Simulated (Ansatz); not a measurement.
**C₂H₄FNO: geometry and vibrations**

The task is to find a stationary geometry of C₂H₄FNO, then compute its harmonic vibrations to see whether it is a minimum and to get the zero-point energy and entropy, and look at its orbitals and charge.

Program: Ansatz 0.2.0, Gaussian basis. Level of theory: RKS PBE0-D4/def2-TZVP. These are calculated values, not measurements.

The runs, in order: relaxation at PBE-D4/def2-SVP; relaxation at PBE0-D4/def2-TZVP; harmonic vibrations at the same level; a single point in def2-TZVPP for the fields.

## Step 1: Starting geometry

SMILES `N=COCF`, 9 atoms, charge 0, spin multiplicity 1.

Atoms are counted from 1 here; the program's logs count them from 0.

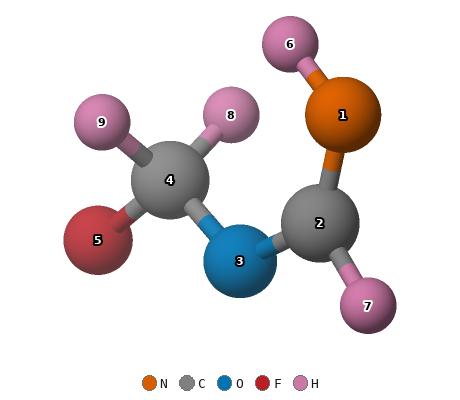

Start geometry, drawn with nitrogen orange, carbon grey, oxygen blue, fluorine red, hydrogen pink; atoms are numbered from 1 in the order of the file.

Coordinates:

| atom | x (Å) | y (Å) | z (Å) |
| --- | --- | --- | --- |
| N1 | 0.1954 | 0.8503 | -1.5071 |
| C2 | 0.9940 | 0.2512 | -0.8062 |
| O3 | 0.7268 | -0.3999 | 0.3306 |
| C4 | -0.4892 | -0.4036 | 0.8632 |
| F5 | -0.5199 | -1.1428 | 1.9993 |
| H6 | -0.7983 | 0.9004 | -1.1447 |
| H7 | 2.0870 | 0.1784 | -1.0784 |
| H8 | -1.2135 | -0.8948 | 0.1717 |
| H9 | -0.8939 | 0.6145 | 1.1545 |

The start is a force-field geometry with small random shifts, so a cheaper pass at PBE-D4/def2-SVP comes first.

## Step 2: Geometry optimisation, PBE-D4/def2-SVP (cheap first pass)

Input file in.yaml:

```yaml
crystal:
  periodic: [false, false, false]
  atoms:
    - {symbol: N, position_ang: [0.195400, 0.850300, -1.507100]}
    - {symbol: C, position_ang: [0.994000, 0.251200, -0.806200]}
    - {symbol: O, position_ang: [0.726800, -0.399900, 0.330600]}
    - {symbol: C, position_ang: [-0.489200, -0.403600, 0.863200]}
    - {symbol: F, position_ang: [-0.519900, -1.142800, 1.999300]}
    - {symbol: H, position_ang: [-0.798300, 0.900400, -1.144700]}
    - {symbol: H, position_ang: [2.087000, 0.178400, -1.078400]}
    - {symbol: H, position_ang: [-1.213500, -0.894800, 0.171700]}
    - {symbol: H, position_ang: [-0.893900, 0.614500, 1.154500]}
basis:
  gaussian: {orbitals: def2-SVP}
hamiltonian: {xc: pbe, dispersion: d4}
relax: {f_tol: 0.03, max_steps: 200}
```

Started as:

```sh
$ ansatz run in.yaml --threads 2 --pin off --events-out ev --progress --plain --max-ram 4352MiB
```

The program printed (excerpt; [...] marks lines left out):

```text
Functional definition: PBE
  name "PBE"
  cite "Perdew, Burke & Ernzerhof, Phys. Rev. Lett. 77, 3865 (1996) doi:10.1103/PhysRevLett.77.3865"
  parent pbe
[...]
1011 factors; their error is unknown
[...]
mean field -8376.32640039 eV, -307.8243175365 hartree, gradient 6.2e-5 eV, S^2 0.000000; 0 other end points of the search recorded, 0 dependent functions left out
[...]
reference -8376.32642519 eV, -307.8243184479 hartree; 20, 20 occupied and 70, 70 virtual orbitals, 1011 factors
relax step   1: F+E_penalty+E_count = -8376.46248096 eV  Δ(F+E_penalty+E_count) = +0.000e0 eV  max|allowed force component| = 3.537e0 eV/Å  Δτ_max = 0.0000 Å  (28 SCF iters, accepted)
[...]
relax step   6: F+E_penalty+E_count = -8376.81555076 eV  Δ(F+E_penalty+E_count) = -5.562e-4 eV  max|allowed force component| = 5.235e-2 eV/Å  Δτ_max = 0.0071 Å  (32 SCF iters, accepted)
[...]
relax step   7: F+E_penalty+E_count = -8376.81569093 eV  Δ(F+E_penalty+E_count) = -1.402e-4 eV  max|allowed force component| = 7.862e-3 eV/Å  Δτ_max = 0.0064 Å  (32 SCF iters, accepted)
1011 factors; their error is unknown
[...]
mean field -8376.68079799 eV, -307.8373414078 hartree, gradient 2.1e-5 eV, S^2 0.000000; 1 other end points of the search recorded, 0 dependent functions left out
[...]
reference -8376.68082290 eV, -307.8373423235 hartree; 20, 20 occupied and 70, 70 virtual orbitals, 1011 factors
Total energy: -8376.81571585 eV, -307.8422995479 hartree
Atom 0 at     0.183959     0.908084    -1.541743 Å, force     0.004980    -0.001036    -0.000505 eV/Å
Atom 1 at     0.988519     0.255428    -0.799565 Å, force    -0.007862    -0.000059     0.004064 eV/Å
Atom 2 at     0.776330    -0.416998     0.367983 Å, force    -0.000873     0.000279    -0.001065 eV/Å
Atom 3 at    -0.534223    -0.428973     0.891476 Å, force     0.000456     0.001465    -0.001855 eV/Å
Atom 4 at    -0.492994    -1.151834     2.036295 Å, force     0.002326    -0.000708     0.000705 eV/Å
Atom 5 at    -0.785929     0.922564    -1.189524 Å, force    -0.000539    -0.000762     0.001241 eV/Å
Atom 6 at     2.059009     0.164908    -1.067518 Å, force    -0.000320     0.000096     0.000085 eV/Å
Atom 7 at    -1.235753    -0.912052     0.167967 Å, force     0.001033     0.001910    -0.000579 eV/Å
Atom 8 at    -0.870517     0.612573     1.117530 Å, force     0.000798    -0.001184    -0.002092 eV/Å
Dipole moment:    -0.253205     0.001794     0.095907 e Å
```

Wall time 13 s (2 threads of Arm Neoverse V1, shared host).

Along the way:

| step | energy from step 1 (eV) | largest force component (eV/Å) |
| --- | --- | --- |
| 1 | 0.0000 | 3.5374 |
| 2 | -0.2880 | 1.7618 |
| 3 | -0.3396 | 0.3843 |
| 4 | -0.3464 | 0.2591 |
| 5 | -0.3525 | 0.1128 |
| 6 | -0.3531 | 0.0523 |
| 7 | -0.3532 | 0.0079 |

Distances of close pairs at the start and the end, largest changes first:

| bond | before (Å) | after (Å) | change (Å) |
| --- | --- | --- | --- |
| O3–C4 | 1.328 | 1.411 | +0.084 |
| N1–C2 | 1.220 | 1.274 | +0.055 |
| N1–H6 | 1.059 | 1.032 | -0.027 |
| C2–O3 | 1.337 | 1.364 | +0.027 |
| C2–H7 | 1.129 | 1.107 | -0.022 |
| C4–H9 | 1.134 | 1.118 | -0.016 |
| C4–H8 | 1.115 | 1.118 | +0.002 |
| C4–F5 | 1.356 | 1.355 | -0.001 |

## Step 3: Optimising with PBE0-D4/def2-TZVP

Input file in.yaml:

```yaml
crystal:
  periodic: [false, false, false]
  atoms:
    - {symbol: N, position_ang: [0.183959, 0.908084, -1.541743]}
    - {symbol: C, position_ang: [0.988519, 0.255428, -0.799565]}
    - {symbol: O, position_ang: [0.776330, -0.416998, 0.367983]}
    - {symbol: C, position_ang: [-0.534223, -0.428973, 0.891476]}
    - {symbol: F, position_ang: [-0.492994, -1.151834, 2.036295]}
    - {symbol: H, position_ang: [-0.785929, 0.922564, -1.189524]}
    - {symbol: H, position_ang: [2.059009, 0.164908, -1.067518]}
    - {symbol: H, position_ang: [-1.235753, -0.912052, 0.167967]}
    - {symbol: H, position_ang: [-0.870517, 0.612573, 1.117530]}
basis:
  gaussian: {orbitals: def2-TZVP}
hamiltonian: {xc: pbe0, dispersion: d4}
relax: {f_tol: 0.005, max_steps: 150}
```

Launched as before.

The program printed (excerpt; [...] marks lines left out):

```text
Functional definition: PBE0
  name "PBE0"
  cite "Adamo & Barone, J. Chem. Phys. 110, 6158 (1999) doi:10.1063/1.478522"
  cite "Perdew, Burke & Ernzerhof, Phys. Rev. Lett. 77, 3865 (1996) doi:10.1103/PhysRevLett.77.3865"
  parent pbe
[...]
998 factors; their error is unknown
[...]
mean field -8386.65811927 eV, -308.2040012023 hartree, gradient 2.1e-5 eV, S^2 0.000000; 0 other end points of the search recorded, 0 dependent functions left out
[...]
reference -8386.65814226 eV, -308.2040020471 hartree; 20, 20 occupied and 159, 159 virtual orbitals, 998 factors
relax step   1: F+E_penalty+E_count = -8386.76986985 eV  Δ(F+E_penalty+E_count) = +0.000e0 eV  max|allowed force component| = 9.386e-1 eV/Å  Δτ_max = 0.0000 Å  (30 SCF iters, accepted)
[...]
Total energy: -8386.82085297 eV, -308.2099815553 hartree
Atom 0 at     0.181146     0.893629    -1.516241 Å, force    -0.000044    -0.000051    -0.000347 eV/Å
Atom 1 at     0.981695     0.250981    -0.789632 Å, force    -0.000110     0.000287     0.000159 eV/Å
Atom 2 at     0.769957    -0.414205     0.364291 Å, force    -0.000372    -0.000134    -0.000199 eV/Å
Atom 3 at    -0.531917    -0.417064     0.870987 Å, force     0.000466     0.000024    -0.000009 eV/Å
Atom 4 at    -0.491998    -1.136458     2.012366 Å, force    -0.000164    -0.000127     0.000362 eV/Å
Atom 5 at    -0.776107     0.910733    -1.174148 Å, force     0.000233     0.000128     0.000041 eV/Å
Atom 6 at     2.032066     0.167154    -1.060118 Å, force    -0.000091    -0.000014     0.000070 eV/Å
Atom 7 at    -1.219006    -0.904234     0.168966 Å, force     0.000073    -0.000084     0.000015 eV/Å
Atom 8 at    -0.857436     0.603163     1.106431 Å, force     0.000010    -0.000029    -0.000091 eV/Å
Dipole moment:    -0.224926     0.002642     0.083125 e Å
```

Wall time 32 s (2 threads of Arm Neoverse V1, shared host).

The steps of the relaxation:

| step | energy from step 1 (eV) | largest force component (eV/Å) |
| --- | --- | --- |
| 1 | 0.0000 | 0.9386 |
| 2 | -0.0466 | 0.2627 |
| 3 | -0.0507 | 0.0551 |
| 4 | -0.0509 | 0.0219 |
| 5 | -0.0510 | 0.0112 |
| 6 | -0.0510 | 0.0112 |
| 7 | -0.0509 | 0.0141 |
| 8 | -0.0510 | 0.0005 |

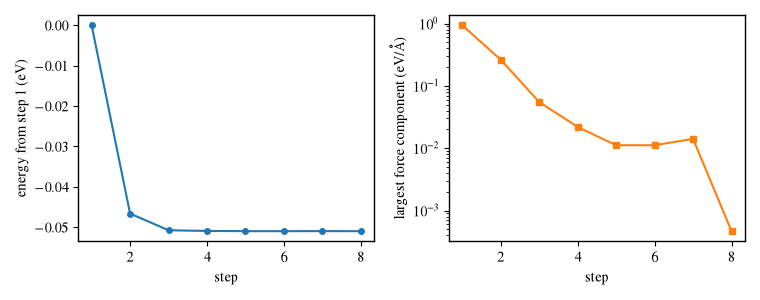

Energy and force, step by step.

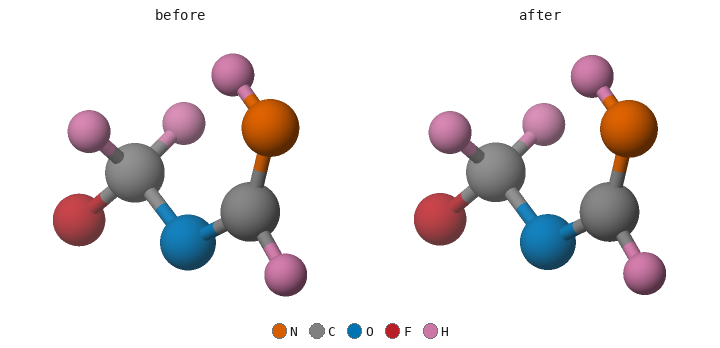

The geometry before (left) and after (right).

Close pairs (by a distance rule), those that changed most:

| bond | before (Å) | after (Å) | change (Å) |
| --- | --- | --- | --- |
| C4–H9 | 1.118 | 1.096 | -0.021 |
| C4–H8 | 1.118 | 1.096 | -0.021 |
| C2–H7 | 1.107 | 1.088 | -0.019 |
| N1–C2 | 1.274 | 1.258 | -0.017 |
| C2–O3 | 1.364 | 1.349 | -0.015 |
| N1–H6 | 1.032 | 1.017 | -0.015 |
| O3–C4 | 1.411 | 1.397 | -0.014 |
| C4–F5 | 1.355 | 1.350 | -0.005 |

Mulliken charges of the relaxed molecule (report file):

| atom | value (e) |
| --- | --- |
| N1 | -0.36 |
| C2 | 0.09 |
| O3 | -0.19 |
| C4 | 0.06 |
| F5 | -0.19 |
| H6 | 0.20 |
| H7 | 0.13 |
| H8 | 0.12 |
| H9 | 0.12 |

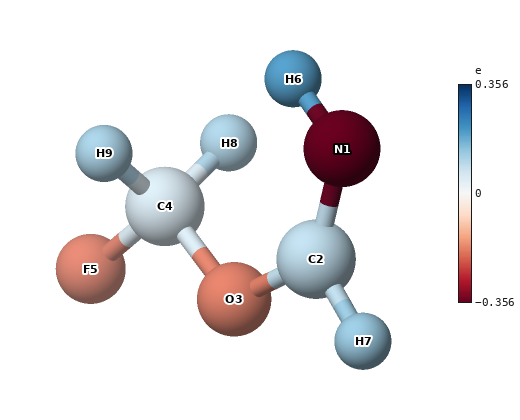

Mulliken charges of the relaxed molecule (report file), as colours on the atoms.

## Step 4: Force constants and modes

Input file in.yaml:

```yaml
crystal:
  periodic: [false, false, false]
  atoms:
    - {symbol: N, position_ang: [0.181146, 0.893629, -1.516241]}
    - {symbol: C, position_ang: [0.981695, 0.250981, -0.789632]}
    - {symbol: O, position_ang: [0.769957, -0.414205, 0.364291]}
    - {symbol: C, position_ang: [-0.531917, -0.417064, 0.870987]}
    - {symbol: F, position_ang: [-0.491998, -1.136458, 2.012366]}
    - {symbol: H, position_ang: [-0.776107, 0.910733, -1.174148]}
    - {symbol: H, position_ang: [2.032066, 0.167154, -1.060118]}
    - {symbol: H, position_ang: [-1.219006, -0.904234, 0.168966]}
    - {symbol: H, position_ang: [-0.857436, 0.603163, 1.106431]}
basis:
  gaussian: {orbitals: def2-TZVP}
hamiltonian: {xc: pbe0, dispersion: d4}
phonons: {temperatures: {t_min: 298.15, t_max: 900, t_step: 200}}
```

Same command.

The program printed (excerpt; [...] marks lines left out):

```text
Functional definition: PBE0
  name "PBE0"
  cite "Adamo & Barone, J. Chem. Phys. 110, 6158 (1999) doi:10.1063/1.478522"
  cite "Perdew, Burke & Ernzerhof, Phys. Rev. Lett. 77, 3865 (1996) doi:10.1103/PhysRevLett.77.3865"
  parent pbe
[...]
998 factors; their error is unknown
[...]
mean field -8386.70847188 eV, -308.2058516264 hartree, gradient 3.1e-5 eV, S^2 0.000000; 0 other end points of the search recorded, 0 dependent functions left out
[...]
reference -8386.70849465 eV, -308.2058524633 hartree; 20, 20 occupied and 159, 159 virtual orbitals, 998 factors
[...]
998 factors; their error is unknown
mean field -8386.70824835 eV, -308.2058434117 hartree, gradient 1.5e-6 eV, S^2 0.000000; 0 other end points of the search recorded, 0 dependent functions left out
[...]
reference -8386.70827112 eV, -308.2058442487 hartree; 20, 20 occupied and 159, 159 virtual orbitals, 998 factors
[...]
Atom 1 at     0.981695     0.250981    -0.789632 Å, force    -0.000119     0.000289     0.000158 eV/Å
Atom 2 at     0.769957    -0.414205     0.364291 Å, force    -0.000363    -0.000126    -0.000214 eV/Å
Atom 3 at    -0.531917    -0.417064     0.870987 Å, force     0.000452     0.000054    -0.000033 eV/Å
Atom 4 at    -0.491998    -1.136458     2.012366 Å, force    -0.000160    -0.000136     0.000368 eV/Å
Atom 5 at    -0.776107     0.910733    -1.174148 Å, force     0.000232     0.000136     0.000031 eV/Å
Atom 6 at     2.032066     0.167154    -1.060118 Å, force    -0.000097    -0.000013     0.000071 eV/Å
Atom 7 at    -1.219006    -0.904234     0.168966 Å, force     0.000072    -0.000087     0.000027 eV/Å
Atom 8 at    -0.857436     0.603163     1.106431 Å, force     0.000011    -0.000044    -0.000088 eV/Å
Dipole moment:    -0.224925     0.002641     0.083125 e Å
Vibrations: 69.37 233.71 252.22 457.21 714.96 843.73 1022.79 1063.85 1131.50 1168.71 1172.31 1272.24 1273.31 1416.91 1451.47 1534.51 1733.94 3023.98 3081.86 3177.89 3528.97 cm⁻¹, zero-point energy 1.836542 eV
```

Run time: 2.2 min. Hardware: 2 threads of Arm Neoverse V1, shared host.

Motions are named by where the mode's potential energy lies. The modes, unscaled (a negative number is an imaginary wavenumber):

| mode | cm⁻¹ | motion |
| --- | --- | --- |
| 1 | 69 | torsion |
| 2 | 234 | bend |
| 3 | 252 | torsion |
| 4 | 457 | bend |
| 5 | 715 | bend |
| 6 | 844 | torsion |
| 7 | 1023 | C–O stretch |
| 8 | 1064 | torsion |
| 9 | 1131 | bend with C–O stretch |
| 10 | 1169 | C–F stretch |
| 11 | 1172 | bend |
| 12 | 1272 | bend |
| 13 | 1273 | bend with C–O stretch |
| 14 | 1417 | bend |
| 15 | 1451 | bend |
| 16 | 1535 | bend |
| 17 | 1734 | C–N stretch |
| 18 | 3024 | C–H stretch |
| 19 | 3082 | C–H stretch |
| 20 | 3178 | C–H stretch |
| 21 | 3529 | N–H stretch |

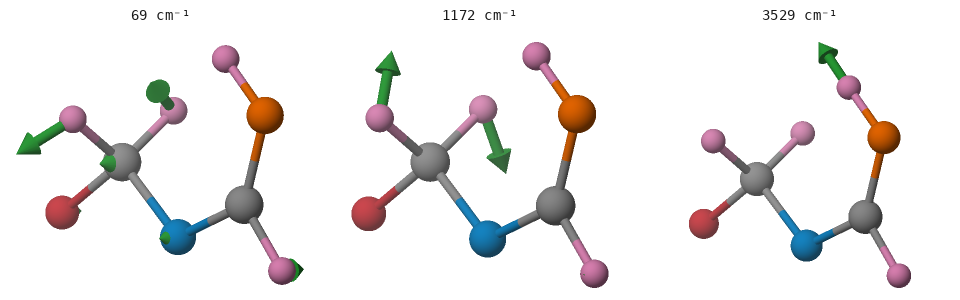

How the atoms move in 3 of the modes.

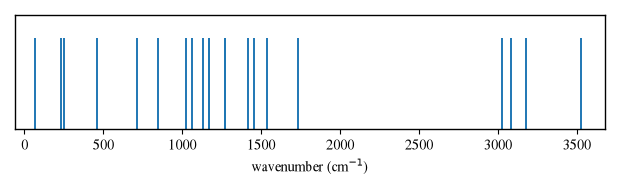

The harmonic wavenumbers as sticks (no intensities were computed).

From these modes and the moments of inertia (298.15 K, 1 bar, symmetry number 1):

| term | value |
| --- | --- |
| zero-point energy | 177.2 kJ/mol |
| H(298) − E | 193.4 kJ/mol |
| entropy, translation | 163.0 J/(mol K) |
| entropy, rotation | 105.5 J/(mol K) |
| entropy, vibration | 39.3 J/(mol K) |
| entropy, total | 307.8 J/(mol K) |

## Step 5: A single point for the fields

Edit in.yaml of step 4 so:

```diff
@@ -13,4 +13,4 @@
 basis:
-  gaussian: {orbitals: def2-TZVP}
+  gaussian: {orbitals: def2-TZVPP}
 hamiltonian: {xc: pbe0, dispersion: d4}
-phonons: {temperatures: {t_min: 298.15, t_max: 900, t_step: 200}}
+output: {orbitals: {seedname: orbitals}}
```

The command is unchanged.

The program printed:

```text
Functional definition: PBE0
  name "PBE0"
  cite "Adamo & Barone, J. Chem. Phys. 110, 6158 (1999) doi:10.1063/1.478522"
  cite "Perdew, Burke & Ernzerhof, Phys. Rev. Lett. 77, 3865 (1996) doi:10.1103/PhysRevLett.77.3865"
  parent pbe
  parameter a = 0.25
  parameter kappa = 0.804
  parameter beta = 0.06672455060314922
  exchange = (1 - a)*pbe_x(kappa = kappa, mu = beta*pi^2/3) + a*exact_x
  correlation = pbe_c(beta = beta)
1058 factors; their error is unknown
mean field evaluation 1: about -8381.2413 eV, gradient 5.5e1 eV
mean field evaluation 2: about -8376.9507 eV, gradient 6.9e1 eV
mean field evaluation 4: about -8386.7174 eV, gradient 4.8e0 eV
mean field evaluation 8: about -8386.7508 eV, gradient 2.9e-1 eV
mean field evaluation 16: about -8386.7663 eV, gradient 4.2e-4 eV
mean field -8386.76628947 eV, -308.2079763837 hartree, gradient 5.8e-5 eV, S^2 0.000000; 0 other end points of the search recorded, 0 dependent functions left out
reference -8386.76631255 eV, -308.2079772320 hartree; 20, 20 occupied and 191, 191 virtual orbitals, 1058 factors
Total energy: -8386.87867162 eV, -308.2121063517 hartree
```

Run time: 3.3 s. Hardware: 2 threads of Arm Neoverse V1, shared host.

Orbitals, density, ELF and potential are computed afterwards from the orbital file.

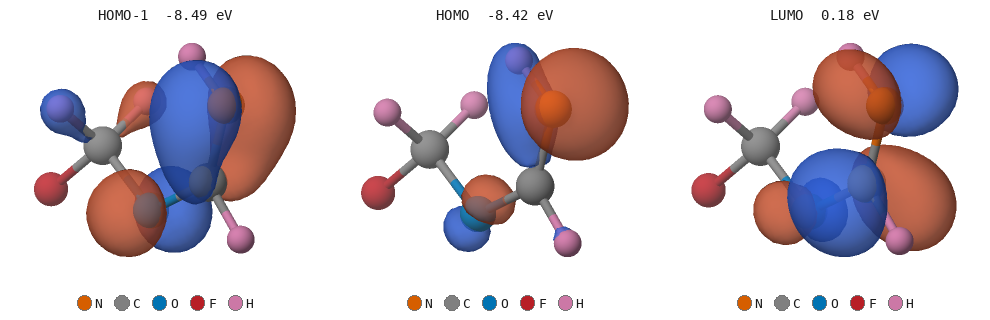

PBE0-D4/def2-TZVPP orbitals near the gap, drawn at the value that encloses 70 % of each; the two colours are the two signs.

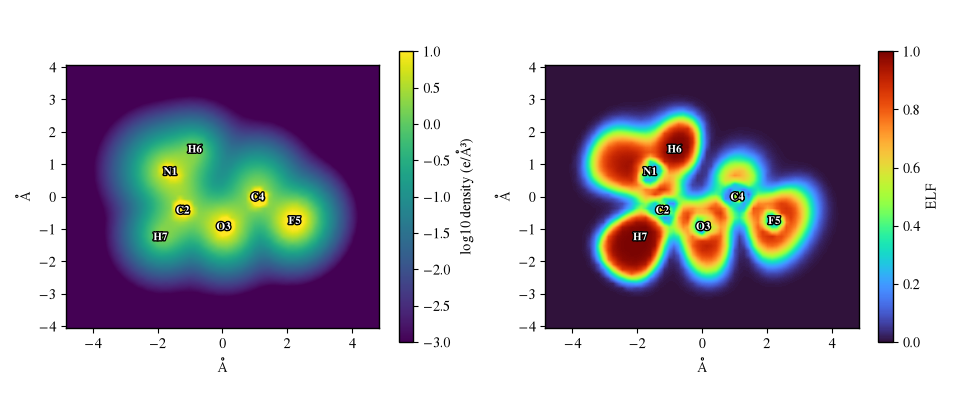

Density (left) and ELF (right) in a plane through or near 7 of the atoms.

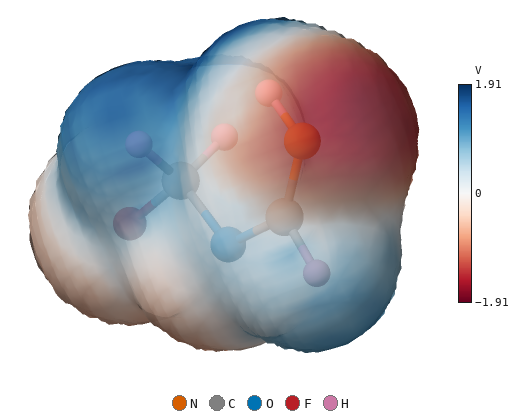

The potential that a unit positive charge feels on the 0.002 e/bohr³ surface, from the 1st to the 99th percentile, from -1.61 V near N1 to 1.91 V near H6.

## Step 6: Outcome

| quantity | value |
| --- | --- |
| point group | Cs |
| steps | 7 + 8 |
| shift from the start (rms) | 0.044 Å |
| total energy | -8386.8209 eV |
| dispersion term | -112 meV |
| dipole moment | 1.15 D |
| lowest, highest wavenumber | 69, 3529 cm⁻¹ |
| zero-point energy | 177.2 kJ/mol |
| entropy at 298.15 K | 307.8 J/(mol K) |
| HOMO, LUMO | -8.42, 0.18 eV |

In words: The atoms moved 0.04 Å (rms) from the start; the bond that changed most is O3–C4, from 1.328 to 1.397 Å. No mode is imaginary: a true minimum at this level. The stiffest mode, 3529 cm⁻¹, is an N–H stretch. Harmonic hybrid wavenumbers usually lie a few per cent above measured fundamentals. The largest Mulliken charge, -0.36 e, sits on N1. The HOMO lies mostly on N1 70 %; H6 11 % and the LUMO on C2 38 %; N1 30 %.
